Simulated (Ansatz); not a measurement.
HPSi (SMILES [Si]=P)

```yaml
atoms:
  - { symbol: P, position_ang: [-2.3303, -0.1655, 0.2861] }
  - { symbol: Si, position_ang: [-2.1612, 0.0777, -1.7462] }
  - { symbol: H, position_ang: [-1.8074, 1.1341, -0.2383] }
```

Geometry: PBE0-D3(BJ)/pcseg-1.

Computed with Ansatz, isolated molecule in a Gaussian basis; Kohn-Sham density functional theory, functional PBE0.

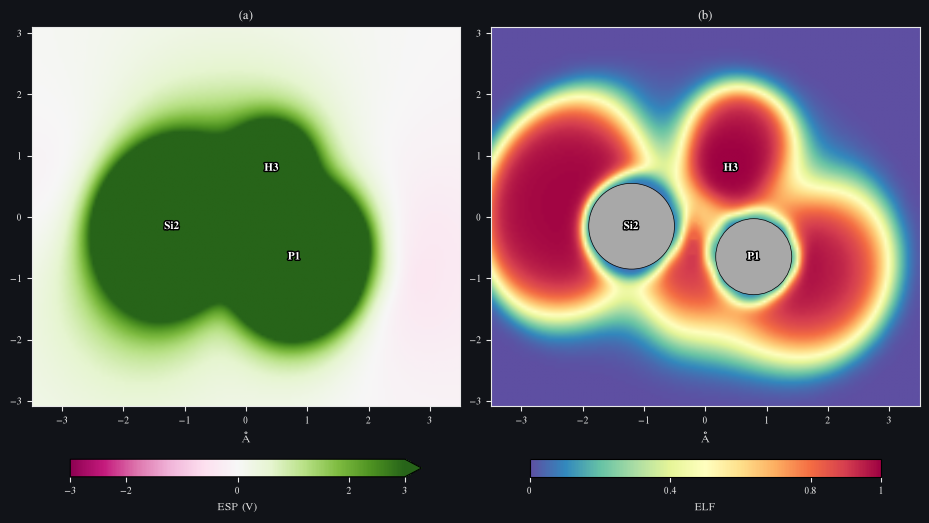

Figure 1. (a) electrostatic potential; (b) electron localisation function on the molecular plane. Grey discs cover the atomic cores in the ELF map.

**Describe what can be read from this map.**

Atoms in the plane: P, Si and H. Si–P (2.05 Å): the ELF peaks at about 0.85 between the atoms (localised, covalent bonding). P–H (1.50 Å): the ELF climbs to about 1 towards the hydrogen, as it does in any bond to H. The ELF also peaks beside P1 and Si2, away from the bonds: lone-pair regions. Outside the dense part of the molecule the potential is most negative (−0.4 V) near P1.

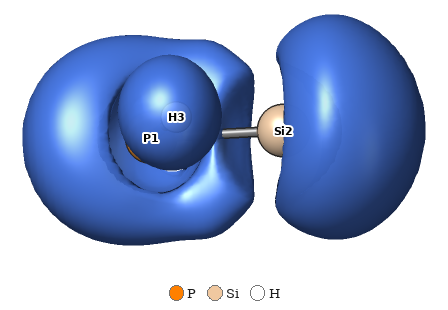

Figure 2. Isosurface of the ELF at 0.75 (blue), seen from one side. Core shells and regions of very low density are left out.

**Identify the bonds, lone pairs and shells in this picture.**

The surface consists of one region around a hydrogen nucleus, one region on P in which the atom's valence shell and bonds are merged and one lobe on Si, pointing away from the bonds (lone pairs).

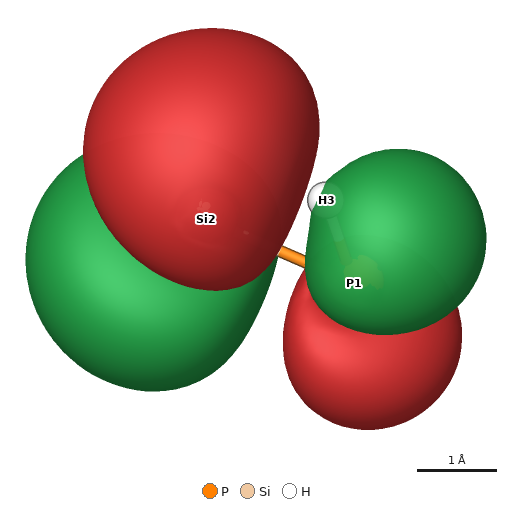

Figure 3. The LUMO at ±0.06 Å⁻³ᐟ² (green and red are the two phases), seen at an oblique angle.

**Describe this orbital and give its energy.**

It lies mainly on Si2 (about 70 %) and P1 (about 25 %); it is symmetric in the molecular plane (an in-plane orbital: σ, lone-pair or in-plane π type). Its energy is −2.38 eV.
